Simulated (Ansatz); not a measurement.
# UCCSDT(Q)/STO-3G run of AlOF2 (SMILES [O][Al]([F])[F])

What is the energy change on altering one bond length of AlOF2 at UCCSDT(Q)/STO-3G? 

The results are computed with Ansatz 0.2.0.

61 further runs of the same task are left out: 15 that didn't finish, 46 set aside as unsound or not needed.

### 1 Starting point

AlOF2: 4 atoms, total charge 0, spin state doublet. SMILES: `[O][Al]([F])[F]`. The coordinates come from a PBE0-D4/def2-TZVP relaxation.

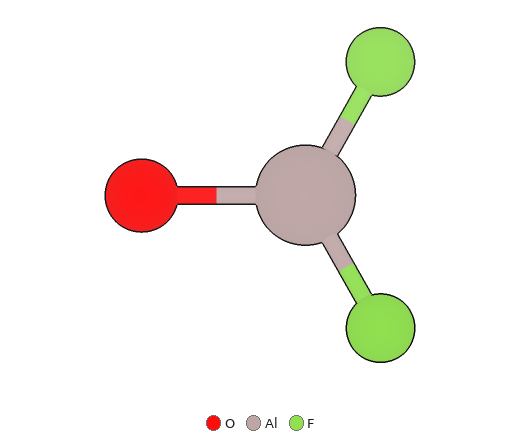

Viewed from a chosen angle; oxygen red, aluminium light grey, fluorine green.

### 2 The energy at UCCSDT(Q)/STO-3G

Contents of input.yaml:

```yaml
crystal:
  periodic: [false, false, false]
  atoms:
    - {symbol: O, position_ang: [0.682900, -0.910900, 1.260000]}
    - {symbol: Al, position_ang: [-0.000600, 0.004300, -0.032400]}
    - {symbol: F, position_ang: [-1.477200, -0.401600, -0.592500]}
    - {symbol: F, position_ang: [0.850400, 1.247900, -0.655300]}
basis:
  gaussian:
    orbitals: STO-3G
magnetization:
  spin_polarized: true
  initial_magnetization: 1
correlation:
  method: ccsdt_q
  frozen_orbitals: {Al: 5, F: 1, O: 1}
accuracy: high
scf:
  omitted_lower_state_checks: [cluster_reference, increment]
```

Launch:

```
$ ansatz run input.yaml --threads 1 --pin off --max-ram 2610MiB --events-out events.jsonl --progress --plain --runs-dir runs
```

The log of the run (excerpt; [...] marks lines left out):

```text
Warning: RAYON_NUM_THREADS=1 ignored (pool sized by the plan → 1); use --threads N
Functional definition: HF
  name "HF"
[...]
447 factors; integrals over basis functions are off by at most 2.6e-8 eV
[...]
mean field -13851.19911574 eV, -509.0221788234 hartree, gradient 3.6e-8 eV, S^2 0.755758; 5 other end points of the search recorded, 0 dependent functions left out
8 core orbitals not correlated: weight in the atoms' cores, before any rotation towards them, 1.000 or more for the frozen orbitals, at most 0.000 for the correlated occupied ones
reference -13851.19911574 eV, -509.0221788234 hartree; 12, 11 occupied and 4, 5 virtual orbitals, 447 factors
second order -1.85911659 eV of doubles, -0.00000000 eV of singles
cycle   1  -1.99770447 eV  change   -1.4e-1 eV  update   9.7e-2
[...]
cycle  30  -2.46719472 eV  change   -1.9e-9 eV  update   2.6e-9
perturbative correction -0.01222706 eV, -0.0004493362 hartree
Total energy: -13853.67853752 eV, -509.1132958931 hartree
Checks for a lower state left out: cluster_reference, increment
```

Run time: 2.3 s. Hardware: 1 thread of Arm Neoverse V2, shared host; peak memory 0.18 GiB.

### 3 The distorted shape at the same level

Contents of in.yaml:

```yaml
basis:
  gaussian:
    orbitals: STO-3G
crystal:
  periodic: [false, false, false]
  atoms:
    - {symbol: O, position_ang: [0.470154, -1.221794, 1.415722]}
    - {symbol: Al, position_ang: [-0.213346, -0.306594, 0.123322]}
    - {symbol: F, position_ang: [-1.689946, -0.712494, -0.436778]}
    - {symbol: F, position_ang: [0.850400, 1.247900, -0.655300]}
magnetization:
  spin_polarized: true
  initial_magnetization: 1
correlation:
  method: ccsdt_q
  frozen_orbitals: {Al: 5, F: 1, O: 1}
accuracy: high
scf:
  omitted_lower_state_checks: [cluster_reference, increment]
```

Launch:

```
$ ansatz run in.yaml --threads 1 --pin off --max-ram 2610MiB --events-out events.jsonl --progress --plain --runs-dir runs
```

The log of the run (excerpt; [...] marks lines left out):

```text
Warning: RAYON_NUM_THREADS=1 ignored (pool sized by the plan → 1); use --threads N
[... 2 set-up lines as earlier in the session ...]
[...]
435 factors; integrals over basis functions are off by at most 3.2e-8 eV
[...]
mean field -13848.97884430 eV, -508.9405853529 hartree, gradient 4.7e-8 eV, S^2 0.864751; 6 other end points of the search recorded, 0 dependent functions left out
8 core orbitals not correlated: weight in the atoms' cores, before any rotation towards them, 1.000 or more for the frozen orbitals, at most 0.000 for the correlated occupied ones
reference -13848.97884430 eV, -508.9405853529 hartree; 12, 11 occupied and 4, 5 virtual orbitals, 435 factors
second order -1.97045465 eV of doubles, -0.00000000 eV of singles
cycle   1  -2.25108538 eV  change   -2.8e-1 eV  update   1.1e-1
[...]
cycle  44  -3.05822387 eV  change   3.3e-10 eV  update   2.4e-9
perturbative correction -0.01485539 eV, -0.0005459254 hartree
Total energy: -13852.05192356 eV, -509.0535189326 hartree
Checks for a lower state left out: cluster_reference, increment
```

Run time: 2.9 s. Hardware: 1 thread of Arm Neoverse V2, shared host; peak memory 0.18 GiB.

### 4 What came out

Level: UCCSDT(Q)/STO-3G, 8 core orbitals frozen.

```
                                                          quantity          value
                                         first shape: total energy  -509.11330 Eh
          first shape: correlation energy (8 core orbitals frozen)      -91.1 mEh
                    first shape: ⟨S²⟩ of the reference determinant          0.756
                                        first shape: T1 diagnostic          0.016
                                     distorted shape: total energy  -509.05352 Eh
      distorted shape: correlation energy (8 core orbitals frozen)     -112.9 mEh
                distorted shape: ⟨S²⟩ of the reference determinant          0.865
                                    distorted shape: T1 diagnostic          0.032
energy change with the Al2–F4 bond stretched from 1.631 to 2.038 Å       1.627 eV
```

With the Al2–F4 bond stretched from 1.631 to 2.038 Å the energy rises by 1.63 eV (38 kcal/mol). The first shape isn't relaxed at this level, so the change isn't measured from a minimum. The minimal basis adds a large error of its own. ⟨S²⟩ (distorted shape) is 0.86 where a pure doublet has 0.75: the reference is spin-contaminated.
